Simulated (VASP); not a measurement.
**A VASP study of SnSe2 (LDA): structure first, properties next**

What structure does SnSe2 take at this level, and what are its properties? The steps: rough relaxation of the start cell, relaxing cell and atoms (LDA), second relaxation, density, ELF and potential (LDA), bands along the symmetry lines (LDA), density of states (LDA), NMR shifts (LDA) and elastic constants (LDA). The start cell is built, not measured: it takes the structure of COD entry 9009120, SnS2 (space group 164 there), with some of its atoms replaced by other elements, volume scaled by an estimate.

Method: LDA; plane waves and PAW (Sn_d, Se), in VASP 6.6.1.

Experimental background.

“Temperature Dependent Excitonic Transition Energy and Enhanced Electron-Phonon Coupling in Layered Ternary SnS2-xSex Semiconductors with Fully Tunable Stoichiometry” (2021, pmc:8069899) reports for SnSe2, CdI2-type layered, by HRTEM (CVT-grown single crystal): lattice constant a 3.83 ± 0.02 Å [a from HRTEM images, limited precision; measurement temperature not stated]; lattice constant c 6.12 ± 0.02 Å [measurement temperature not stated].

**1. Set-up**

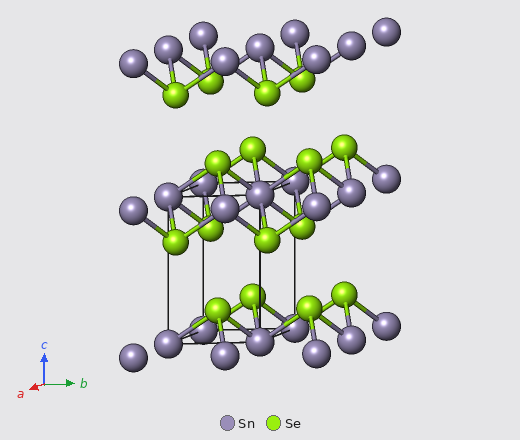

Start, viewed slightly off an axis; tin purple, selenium green. 2×2×2 cells are drawn. Bonds to atoms that aren't drawn are left out. Some periodic images of atoms are drawn too.

**2. Rough relaxation of the start cell**

The start is only an estimate, so a cheap relaxation brings it near a minimum before any careful run. LDA, the lowest rung, knows the local density alone.

INCAR

```
SYSTEM = SnSe2
PREC = Normal
ENCUT = 400
EDIFF = 1E-05
NELM = 60
ISMEAR = -1
SIGMA = 0.05
LREAL = .FALSE.
ALGO = Fast
GGA = CA
NBANDS = 19
LORBIT = 11
LWAVE = .FALSE.
LCHARG = .FALSE.
IBRION = 2
NSW = 40
ISIF = 3
EDIFFG = -0.04
```

POSCAR

```
SnSe2
1.0
    3.7073400000      0.0000000000      0.0000000000
   -1.8536700000      3.2106510000      0.0000000000
    0.0000000000      0.0000000000      5.9782010000
Sn Se
1 2
Direct
    0.0000000000      0.0000000000      0.0000000000
    0.3333333300      0.6666666700      0.2500000000
    0.6666666700      0.3333333300      0.7500000000
```

KPOINTS

```
Automatic mesh
0
Gamma
5 5 3
0 0 0
```

The projector-augmented-wave data sets are Sn_d and Se (LDA family, release 64).

Started as:

```sh
> mpirun -np 1 vasp_std
```

Output:

```text
[banner, memory and clock lines left out]
running    1 mpi-ranks, on    1 nodes
 distrk:  each k-point on    1 cores,    1 groups
 distr:  one band on    1 cores,    1 groups

 POSCAR found type information on POSCAR SnSe
 POSCAR found :  2 types and       3 ions
 LDA part: xc-table for (Slater(with rela. corr.)+CA(PZ))
 , standard interpolation
 POSCAR, INCAR and KPOINTS ok, starting setup
 FFT: planning ... GRIDC
 FFT: planning ... GRID_SOFT
 FFT: planning ... GRID
 WAVECAR not read
 entering main loop
       N       E                     dE             d eps       ncg     rms          rms(c)
DAV:   1     0.187028945375E+03    0.18703E+03   -0.10886E+04   456   0.134E+03
DAV:   2     0.607160624070E+01   -0.18096E+03   -0.17449E+03   505   0.343E+02
DAV:   3    -0.133057927357E+02   -0.19377E+02   -0.18986E+02   555   0.109E+02
DAV:   4    -0.138939949146E+02   -0.58820E+00   -0.58713E+00   540   0.199E+01
DAV:   5    -0.139073813661E+02   -0.13386E-01   -0.13386E-01   616   0.315E+00    0.607E+00
RMM:   6    -0.136134553452E+02    0.29393E+00   -0.33259E-01   492   0.433E+00    0.372E+00
RMM:   7    -0.135681121478E+02    0.45343E-01   -0.21856E-01   472   0.221E+00    0.105E+00
RMM:   8    -0.135621447912E+02    0.59674E-02   -0.19864E-02   508   0.153E+00    0.162E-01
RMM:   9    -0.135620746345E+02    0.70157E-04   -0.28467E-03   520   0.477E-01    0.771E-02
RMM:  10    -0.135621105007E+02   -0.35866E-04   -0.70972E-04   529   0.272E-01    0.363E-02
RMM:  11    -0.135621363364E+02   -0.25836E-04   -0.18897E-04   520   0.120E-01    0.208E-02
RMM:  12    -0.135621280595E+02    0.82769E-05   -0.72743E-05   496   0.850E-02
   1 F= -.13562128E+02 E0= -.13562096E+02  d E =-.135621E+02
 curvature:   0.00 expect dE= 0.000E+00 dE for cont linesearch  0.000E+00
 trial: gam= 0.00000 g(F)=  0.152E+00 g(S)=  0.600E+00 ort = 0.000E+00 (trialstep = 0.100E+01)
 search vector abs. value=  0.753E+00
 bond charge predicted
       N       E                     dE             d eps       ncg     rms          rms(c)
DAV:   1    -0.180958961567E+02   -0.45338E+01   -0.12686E+02   579   0.201E+02    0.114E+01
RMM:   2    -0.146473271889E+02    0.34486E+01   -0.61775E+00   505   0.299E+01    0.568E+00
RMM:   3    -0.135611974107E+02    0.10861E+01   -0.44504E+00   487   0.232E+01    0.752E-01
RMM:   4    -0.135687690184E+02   -0.75716E-02   -0.43159E-01   531   0.586E+00    0.633E-01
RMM:   5    -0.135672150600E+02    0.15540E-02   -0.10444E-01   568   0.305E+00    0.537E-01
RMM:   6    -0.135623658640E+02    0.48492E-02   -0.24907E-02   522   0.172E+00    0.232E-01
RMM:   7    -0.135595772257E+02    0.27886E-02   -0.63635E-03   546   0.850E-01    0.696E-02
RMM:   8    -0.135597575172E+02   -0.18029E-03   -0.21844E-03   608   0.447E-01    0.485E-02
RMM:   9    -0.135597763664E+02   -0.18849E-04   -0.28234E-04   583   0.177E-01    0.418E-02
RMM:  10    -0.135597816737E+02   -0.53073E-05   -0.18818E-04   479   0.159E-01    0.399E-02
RMM:  11    -0.135598613679E+02   -0.79694E-04   -0.84780E-04   503   0.319E-01    0.638E-02
RMM:  12    -0.135598336157E+02    0.27752E-04   -0.45010E-05   483   0.620E-02    0.592E-02
RMM:  13    -0.135597769029E+02    0.56713E-04   -0.50981E-05   375   0.789E-02    0.403E-02
RMM:  14    -0.135597486814E+02    0.28221E-04   -0.47186E-05   375   0.769E-02    0.193E-02
RMM:  15    -0.135597429672E+02    0.57142E-05   -0.34998E-05   371   0.645E-02
   2 F= -.13559743E+02 E0= -.13558668E+02  d E =0.238509E-02
[... from here on, the cycles between the ionic steps are left out ...]
   3 F= -.13732343E+02 E0= -.13732180E+02  d E =-.170215E+00
   4 F= -.13732461E+02 E0= -.13732306E+02  d E =-.170333E+00
   5 F= -.13733323E+02 E0= -.13733154E+02  d E =-.861511E-03
   6 F= -.13735391E+02 E0= -.13735177E+02  d E =-.292959E-02
   7 F= -.13737014E+02 E0= -.13736664E+02  d E =-.455284E-02
   8 F= -.13737611E+02 E0= -.13737232E+02  d E =-.596963E-03
   9 F= -.13738477E+02 E0= -.13737977E+02  d E =-.146271E-02
  10 F= -.13739166E+02 E0= -.13738634E+02  d E =-.689543E-03
 trial-energy change:   -0.000690  1 .order   -0.000739   -0.001027   -0.000451
 step:   0.8670(harm=  0.8670)  dis= 0.00273  next Energy=   -13.739392 (dE=-0.915E-03)
 bond charge predicted
       N       E                     dE             d eps       ncg     rms          rms(c)
DAV:   1    -0.137414462941E+02   -0.22822E-02   -0.72297E-02   538   0.259E+00    0.238E-01
RMM:   2    -0.137399059638E+02    0.15403E-02   -0.39124E-03   496   0.589E-01    0.131E-01
RMM:   3    -0.137393744409E+02    0.53152E-03   -0.12705E-03   470   0.291E-01    0.397E-02
RMM:   4    -0.137393598919E+02    0.14549E-04   -0.25563E-04   527   0.128E-01    0.170E-02
RMM:   5    -0.137393613460E+02   -0.14541E-05   -0.42192E-05   475   0.607E-02
  11 F= -.13739361E+02 E0= -.13738791E+02  d E =-.884628E-03
 curvature:  -1.11 expect dE=-0.325E-04 dE for cont linesearch -0.400E-05
 trial: gam= 0.00075 g(F)=  0.664E-06 g(S)=  0.287E-04 ort = 0.140E-03 (trialstep = 0.563E+00)
 search vector abs. value=  0.296E-04
 reached required accuracy - stopping structural energy minimisation
```

The job ended after 23 s (1 MPI rank of Intel Xeon Platinum 8375C at 2.90GHz (Ice Lake), shared host; peak memory 0.13 GiB).

Lines that name or quote the potential files are left out of all logs, and their timing lines are given in words.

OUTCAR, selected parts (step 2):

```text
ion  position               nearest neighbor table
   1  0.000  0.000  0.000-   2 2.61   3 2.61   3 2.61   2 2.61   3 2.61   2 2.61
   2  0.333  0.667  0.250-   1 2.61   1 2.61   1 2.61
   3  0.667  0.333  0.750-   1 2.61   1 2.61   1 2.61

  LATTYP: Found a hexagonal cell.
 ALAT       =     3.7073400000
 C/A-ratio  =     1.6125310870

 Subroutine GETGRP returns: Found 12 space group operations
 (whereof 12 operations were pure point group operations)

The static configuration has the point symmetry D_3d.

 Found     12 irreducible k-points:

   k-points           NKPTS =     12   k-points in BZ     NKDIM =     12   number of bands    NBANDS=     19

   dimension x,y,z NGX =    18 NGY =   18 NGZ =   30
   dimension x,y,z NGXF=    36 NGYF=   36 NGZF=   60

   ENCUT  =  400.0 eV  29.40 Ry    5.42 a.u.   6.05  6.05  9.75*2*pi/ulx,y,z

   NELECT =      26.0000    total number of electrons

 k-points in reciprocal lattice and weights: Automatic mesh
   0.00000000  0.00000000  0.00000000       0.013
   0.20000000  0.00000000  0.00000000       0.080
   0.40000000  0.00000000  0.00000000       0.080
   0.20000000  0.20000000  0.00000000       0.080
   0.40000000  0.20000000  0.00000000       0.080
   0.00000000  0.00000000  0.33333333       0.027
   0.20000000  0.00000000  0.33333333       0.080
   0.00000000  0.20000000  0.33333333       0.080
   0.40000000  0.00000000  0.33333333       0.080
   0.00000000  0.40000000  0.33333333       0.080
   0.20000000  0.20000000  0.33333333       0.160
   0.40000000  0.20000000  0.33333333       0.160

 average (electrostatic) potential at core
       1-102.0234       2 -59.1783       3 -59.1783

 E-fermi :   4.7532

 k-point     1 :       0.0000    0.0000    0.0000
  band No.  band energies     occupation
    ...
      9       3.8799      2.00000
     10       3.8799      2.00000
     11       4.0892      2.00000
     12       4.0892      2.00000
     13       4.5670      1.95282
     14       5.3060      0.00003
     15       7.4077      0.00000
     16       9.0769      0.00000
     17       9.0769      0.00000
     18      12.7144      0.00000
    ...

 k-point     2 :       0.2000    0.0000    0.0000
  band No.  band energies     occupation
    ...
      9       1.3232      2.00000
     10       2.5129      2.00000
     11       2.8089      2.00000
     12       4.4464      1.99568
     13       4.4981      1.98790
     14       6.6522      0.00000
     15       8.1197      0.00000
     16       9.4790      0.00000
     17       9.5304      0.00000
     18      11.2055      0.00000
    ...

 k-point     3 :       0.4000    0.0000    0.0000
  band No.  band energies     occupation
    ...
      9       0.2064      2.00000
     10       1.2358      2.00000
     11       1.9626      2.00000
     12       3.2973      2.00000
     13       4.3036      1.99975
     14       5.8095      0.00000
     15       8.1266      0.00000
     16       9.5756      0.00000
     17       9.6946      0.00000
     18      11.3251      0.00000
    ...

  Total        0.0293139      0.0293139     -0.0081124      0.0000000      0.0000000     -0.0000000
  in kB        0.6285817      0.6285819     -0.1739555      0.0000000      0.0000000     -0.0000000
  external PRESSURE =       0.3610694 kB  Pullay stress =       0.0000000 kB

  energy-cutoff  :      400.00
  volume of cell :       74.72
      direct lattice vectors                 reciprocal lattice vectors
     3.804769600  0.000000000  0.000000000     0.262828004  0.151743800  0.000000000
    -1.902384800  3.295027539  0.000000000    -0.000000000  0.303487600  0.000000000
    -0.000000000 -0.000000000  5.959850474    -0.000000000 -0.000000000  0.167789444

 POSITION                                       TOTAL-FORCE (eV/Angst)
 -----------------------------------------------------------------------------------
      1.90238      3.29503      0.00000         0.000000     -0.000000      0.000000
     -0.00000      2.19669      1.57142         0.000000      0.000000     -0.002622
      1.90238      1.09834      4.38843        -0.000000     -0.000000      0.002622
 -----------------------------------------------------------------------------------
    total drift:                               -0.000000      0.000000      0.000000

  FREE ENERGIE OF THE ION-ELECTRON SYSTEM (eV)
  ---------------------------------------------------
  free  energy   TOTEN  =       -13.7393613460 eV

  energy  without entropy=      -13.7382199463  energy(sigma->0) =      -13.73879065

 reached required accuracy - stopping structural energy minimisation

 total charge
# of ion       s       p       d       tot
------------------------------------------
    1        1.077   1.058  10.102  12.237
    2        1.490   2.307   0.030   3.826
    3        1.490   2.307   0.030   3.826
--------------------------------------------------
tot          4.057   5.672  10.161  19.890

[... 3 further parts left out ...]
```

The gap is read on the k-mesh alone, so it is an upper bound where the band edges lie off the mesh. The bonds form layers, held to each other by dispersion, which LDA lacks; its overbinding stands in for it by accident. This relaxation is a rough one on cheap settings, only to bring the start near its minimum. The run keeps the 12 symmetry operations of its start, so it cannot find a distortion of lower symmetry.

Relaxation path:

```csv
step,energy less that of the first step (eV),largest force (eV/Å),pressure (GPa),volume (Å³)
1,0.0000,1.2565,7.94,71.16
2,0.0024,0.8319,-6.01,83.96
3,-0.1702,0.0670,-0.37,77.09
4,-0.1703,0.0958,-0.07,76.91
5,-0.1712,0.0862,-0.17,76.73
6,-0.1733,0.0557,0.07,76.18
7,-0.1749,0.0089,0.30,75.10
8,-0.1755,0.0228,0.10,75.10
9,-0.1763,0.0679,-0.26,75.10
10,-0.1770,0.0300,-0.09,74.88
11,-0.1772,0.0026,0.04,74.72
```

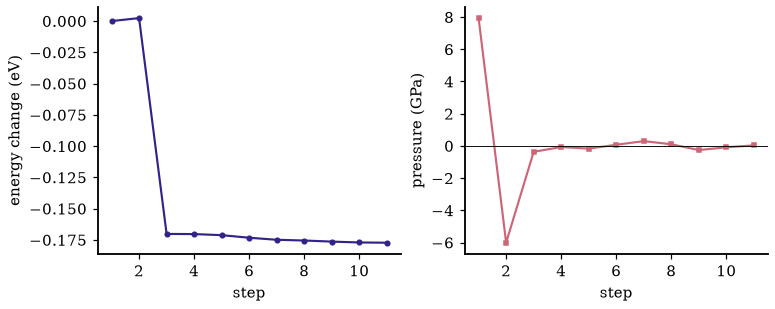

Energy and pressure along the relaxation.

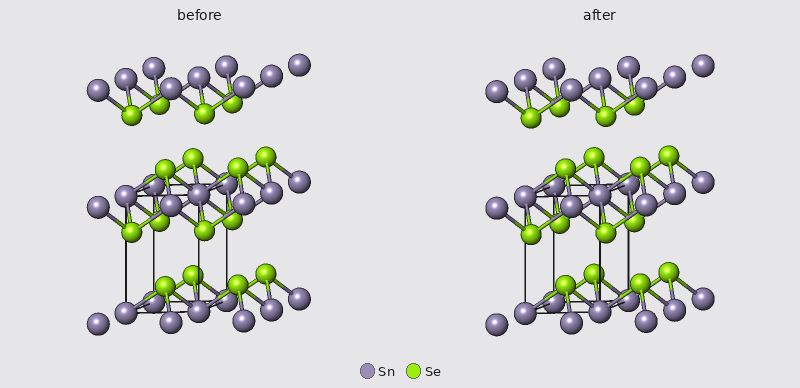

The structure before and after the relaxation, drawn at the same scale. Bonds to atoms that aren't drawn are left out.

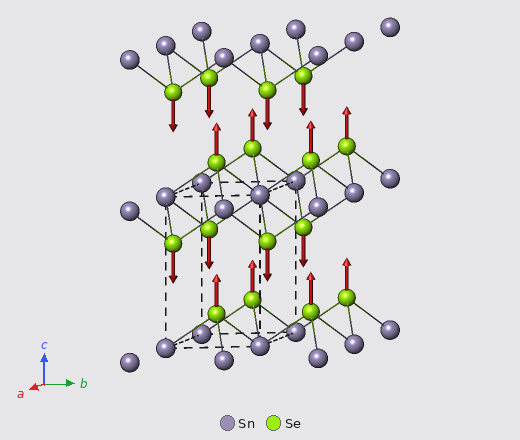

Displacements in the relaxation, exaggerated, measured against the changing cell; the longest in the cell stands for 0.08 Å. Bonds to atoms that aren't drawn are left out. 2×2×2 cells are drawn. Some periodic images of atoms are drawn too.

```csv
"conventional cell, symmetrised",before,after,change
a (Å),3.707,3.805,+2.6 %
b (Å),3.707,3.805,+2.6 %
c (Å),5.978,5.960,-0.3 %
volume (Å³/atom),23.72,24.91,+5.0 %
```

The atoms that moved most (Å, as changes of fractional coordinates times the final cell):

```csv
atom,dx,dy,dz,length
Se2,0.000,0.000,0.081,0.081
Se3,0.000,0.000,-0.081,0.081
```

The relaxed structure:

```xyz
3
Lattice="3.8048 0.0000 0.0000 -1.9024 3.2950 0.0000 0.0000 0.0000 5.9599" Properties=species:S:1:pos:R:3 pbc="T T T"
Sn    0.0000    0.0000    0.0000
Se    0.0000    2.1967    1.5714
Se    1.9024    1.0983    4.3884
```

A gap read on the k-mesh alone can miss the band edges.

Numbers from this step:

```
electrons                       : 26
bands                           : 19
irreducible k-points            : 12
symmetry operations             : 12
free energy (TOTEN)             : -13.74 eV
energy at zero smearing         : -13.74 eV
Fermi energy                    : 4.753 eV
pressure                        : 0.03611 GPa
metallic                        : no
valence top at k                : 0, 0, 0
conduction bottom at k          : 0, 0.4, 0.3333
least direct gap at k           : 0, 0, 0
SCF cycles over all ionic steps : 80
gap on the k-mesh               : 0.4044 eV
least direct gap on the k-mesh  : 0.7390 eV
```

It ends with a largest force of 0.003 eV/Å and a pressure of 0.04 GPa.

(Part 1 of 5 ends here.)

[Lines on the potential files, build, host, timing and source positions are cut from VASP's logs without a mark.]

[Logs are printed without paths, hosts, clocks, repeated set-up lines and the standing remarks that a program may print on its own settings, such as how far it seeks lower states.]

[Hosts, paths, dates, database ids (printed as entryN), source tags and the programs' standing remarks are cut or masked in the printed files.]

[A measured line is paired with the nearest computed mode of its activity, which favours agreement.]

[In band tables of VASP the shares of atoms and orbitals are scaled to a sum of 1 inside the atoms' spheres.]
